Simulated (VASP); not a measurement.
Band structure of GePd₃ (relaxed from the D03 structure, space group Fm-3m). Method: r2SCAN meta-GGA, VASP's PBE PAW potentials (set 64) (plane waves; VASP).

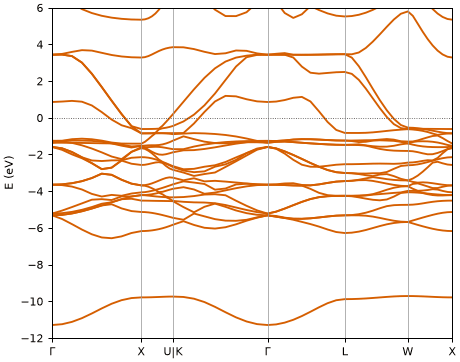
*Bands along high-symmetry lines, zero at the valence-band maximum or, without a gap, the Fermi level*

Q: Read the plot: is there a gap, and where are the band edges?

A: It has no gap at this level: it comes out as a metal or semimetal.

The structure was generated: GePd3 was put into the D03 type (Fm-3m), which need not be its known phase. It was relaxed first, which changed the volume by -9 %.
